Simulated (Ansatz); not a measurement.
Process, species as SMILES: N#N (N2) + 3 [H][H] (H2) → 2 N (NH3)
B3LYP-D3(BJ)/def2-TZVP geometries, fixed; electronic energies without zero-point terms.
Largest species:
```
N
H 1 1.0136
H 1 1.0136 2 107.33
H 1 1.0136 2 107.33 3 -115.09
```
Charge 0, spin multiplicity 1.

Basis-set convergence of the energy of full hydrogenation at wB97M-V with Ansatz (a first-principles code). All functions are spherical. The program fits the integrals of some runs and decomposes those of others, by size. The functional holds VV10 correlation; no added dispersion term, no relativity. Functions are those of the species that has most. Reference: the value in pcseg-4, -43.26 kcal/mol, itself unsure by roughly 0.10 kcal/mol (its mean distance from aug-pcseg-3, aug-cc-pVQZ, cc-pV5Z). Deviations are taken from unrounded values.

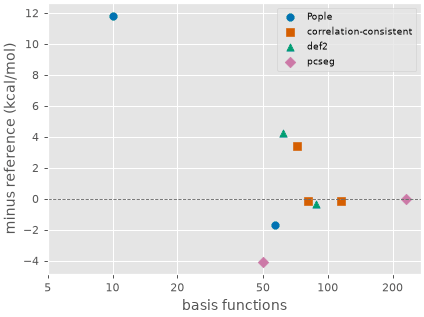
Figure: Deviation from the reference against the number of basis functions, by family of sets.

```tsv
basis	functions	energy of full hydrogenation (kcal/mol)	minus reference (kcal/mol)
STO-3G	10	-31.43	11.83
aug-pcseg-1	50	-47.33	-4.07
6-311++G(2d,2p)	57	-44.95	-1.69
def2-TZVP	62	-38.99	4.27
cc-pVTZ	72	-39.83	3.43
jun-cc-pV(T+d)Z	81	-43.43	-0.17
def2-TZVPPD	88	-43.59	-0.33
aug-cc-pVTZ	115	-43.41	-0.16
aug-pcseg-3	232	-43.25	0.01
```
